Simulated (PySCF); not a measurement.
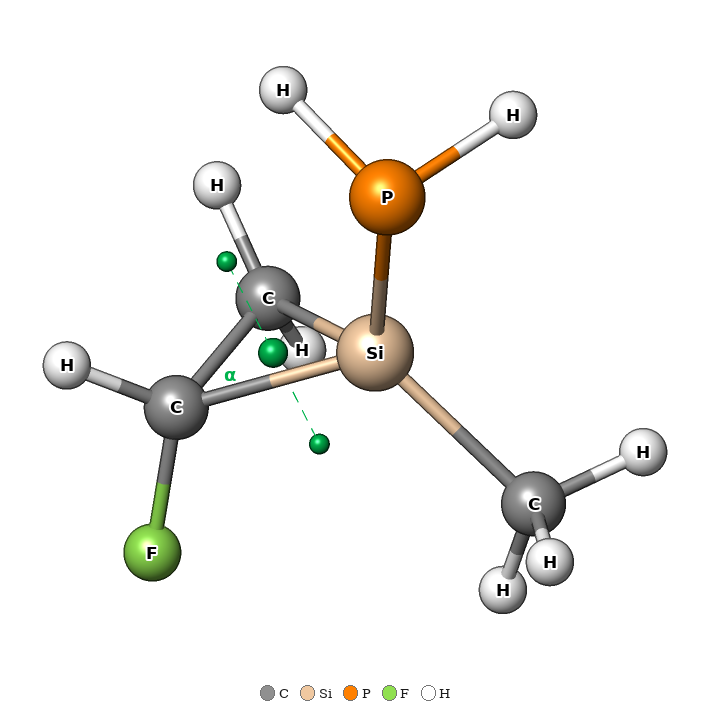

The small points mark where nucleus-independent chemical shifts (NICS) were computed: at the centre of each lettered ring and 1 Å above and below it. Computed geometry: GFN2-xTB optimisation. No frequency run is at hand to confirm it as a minimum. Method: GIAO PBE0/pcSseg-1 NMR shielding, non-relativistic, gas phase (PySCF 2.14.0).

Give NICS(0), NICS(1) and the out-of-plane component NICS(1)zz for each ring (means of the two sides).

```tsv
ring	members	NICS(0)	NICS(1)	NICS(1)zz
α	C2Si	−20.8	−6.8	−11.8
```

Values in ppm.

The geometry is semi-empirical. Around P, Si such bond lengths and angles can be off by a tenth of an ångström or more and by several degrees, and values that hang on the shape move with them.
